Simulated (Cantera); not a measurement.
Feed: 1 mol Si, a varied amount of HCl, 13 mol H2, equilibrated at 798 K and 0.00133 bar.

Method: chemical equilibrium by Gibbs-energy minimisation in Cantera with the NASA 1993 tables (ideal gas, pure condensed phases). Candidate condensed phases: Si; 19 gas species. The tables' values for SiCl3 are old estimates; treat these amounts as uncertain. Equilibrium is a limit: real reactors are often held back by kinetics, nucleation or transport.

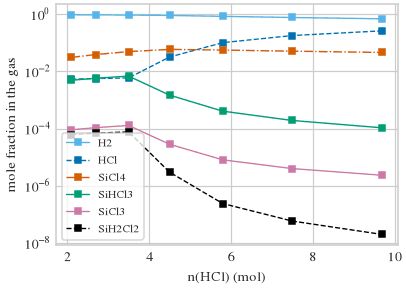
*Equilibrium gas composition (values under 1e-9 drawn at 1e-9)*

From 2.1 mol HCl to 3.5 mol HCl the condensed part is Si(s). From 4.5 mol HCl to 9.7 mol HCl nothing is condensed. The main Si-bearing gas is SiCl4 throughout.
